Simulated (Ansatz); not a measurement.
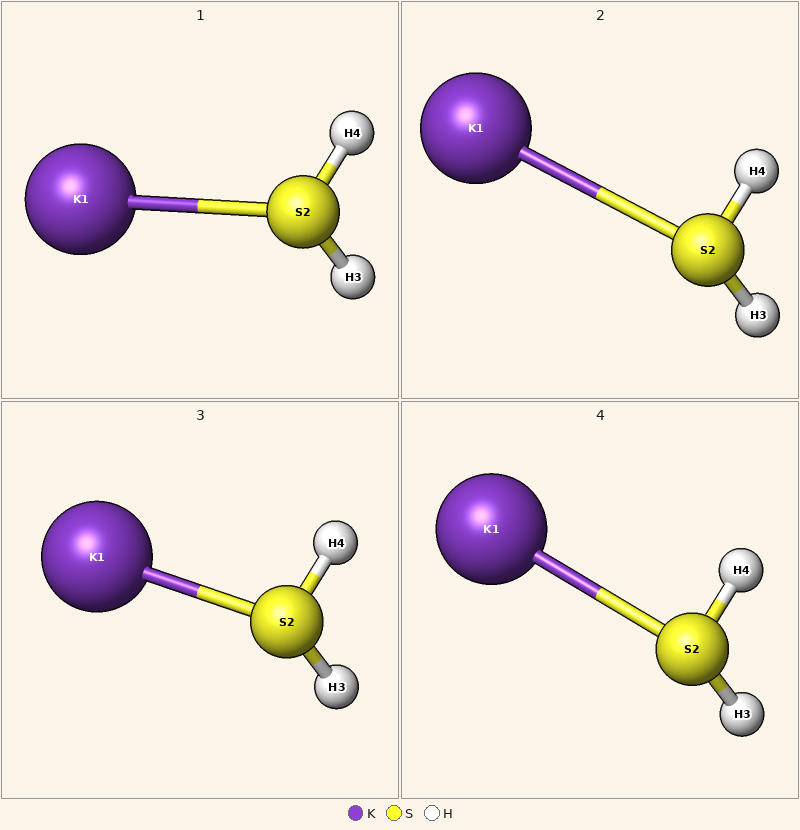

H₂KS, charge +1. 
- The first coordinate is: separation of S2 and K1 along their line in the relaxed pair; the second: sideways slip of K1.
- Nothing is relaxed (both partners rigid).
- Grid: 13 × 13 points; 148 points were computed and 21 follow by symmetry.
- Points are written as (first, second).
- Energies are in kcal/mol, from the ion and the molecule far apart, frozen as in the relaxed pair, each in its own basis (no counterpoise correction).
- All numbers below come from RHF-MP2, frozen core/def2-TZVPD (Ansatz 0.2.0).

The numbered pictures are structures from this grid.

**Rank them by energy, lowest first.**

1, at (3.282 Å, 0.00 Å): −10.34 kcal/mol; 4, at (2.952 Å, 1.47 Å): −8.64 kcal/mol; 2, at (3.410 Å, 1.47 Å): −7.83 kcal/mol; 3, at (2.795 Å, 0.73 Å): −6.80 kcal/mol.

The map, with the structures marked:

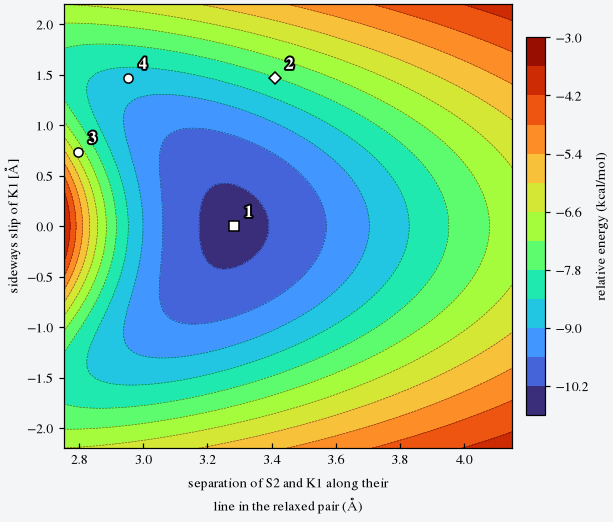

The picture shows filled contours. Between grid points the surface is interpolated.
